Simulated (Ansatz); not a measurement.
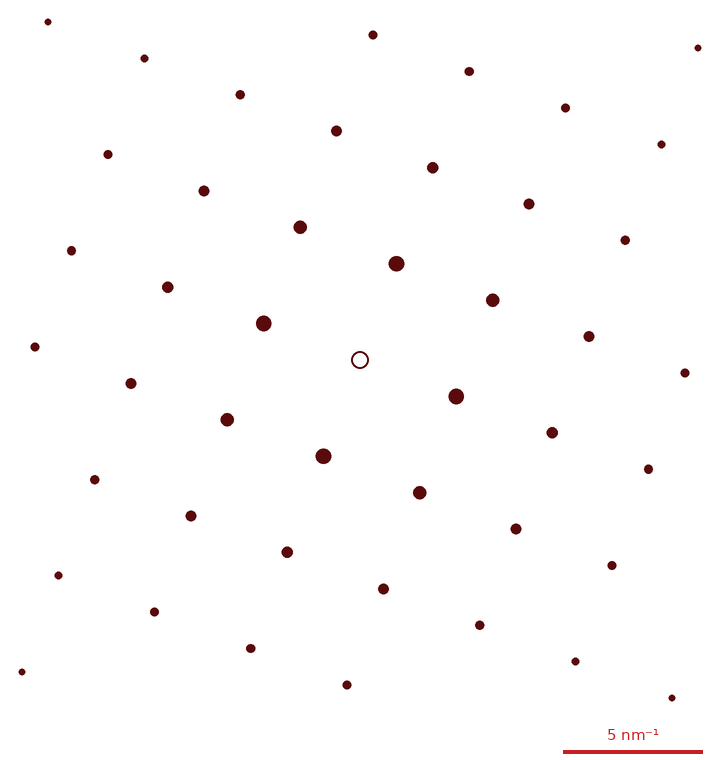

Computed electron diffraction pattern, 200 kV, single scattering only, B = 0.5 Å².

It belongs to Yb, space group Fm-3m (No. 225), a = 5.368 Å. Structure: the input geometry of an electronic-structure calculation (not necessarily at equilibrium).

Question: Determine the zone axis from the geometry of the pattern.

Answer: The spots form a square net with both shortest vectors at d = 2.68 Å, 90.0° apart. They index as 2 0 0 and 0 2 0, so the zone axis is [001] (or an equivalent direction of <001>).

Question: Which reflections of this zone are missing, and why?

Answer: The lattice centring (F) removes all reflections that break h + k = 2n, h + l = 2n.
